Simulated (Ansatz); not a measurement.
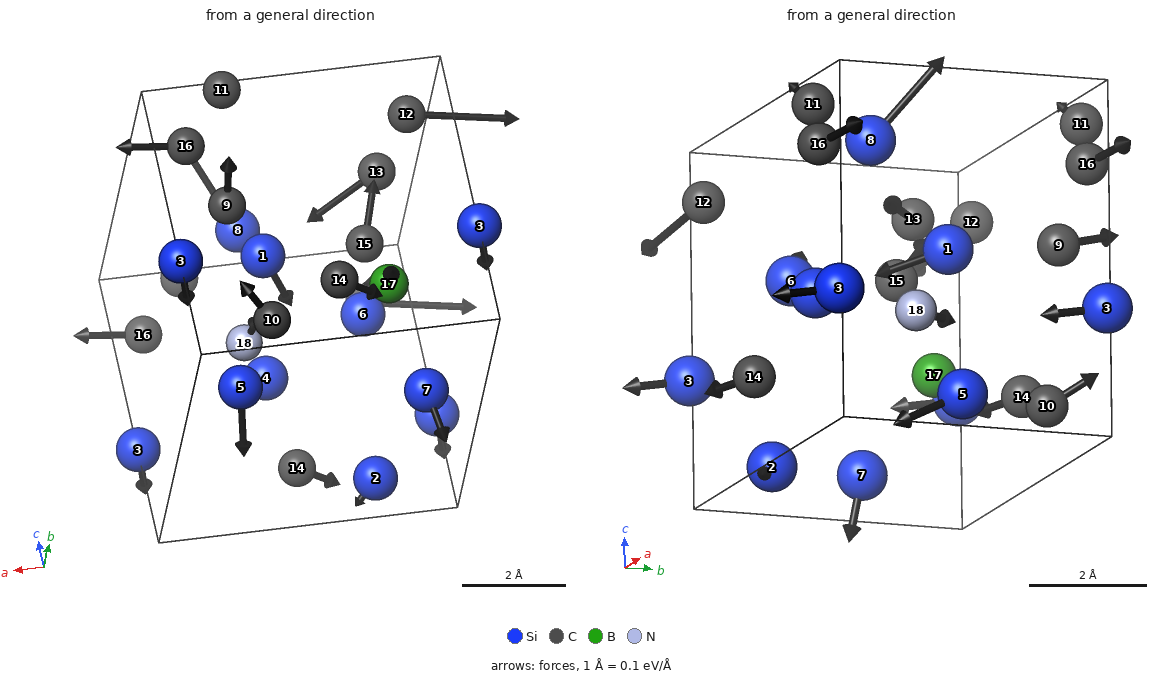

Spheres-only representation of a periodic structure, projected from two general directions. The edges of the simulation cell are marked. The arrows are the computed forces on the atoms.

System: Si$_{8}$BC$_{8}$N. The calculation: DFT PBE, scalar-relativistic, plane waves, PAW (Ansatz 0.2.0), with plane-wave cutoff 420 eV, k-points on a 6×6×5 grid, Gaussian smearing of 0.1 eV, no spin polarisation.

**Is the structure at rest?**

No. The atoms still feel forces of up to about 0.19 eV/Å, above a usual threshold of 0.01 to 0.03 eV/Å.

**Which atom is pushed hardest?**

C12, about 0.19 eV/Å.

The cell started as a structure type filled with these elements by a generator (whether the compound takes this form wasn't checked). Earlier steps of the study may have refined or changed the cell and positions. A calculation with Ansatz used it as input.
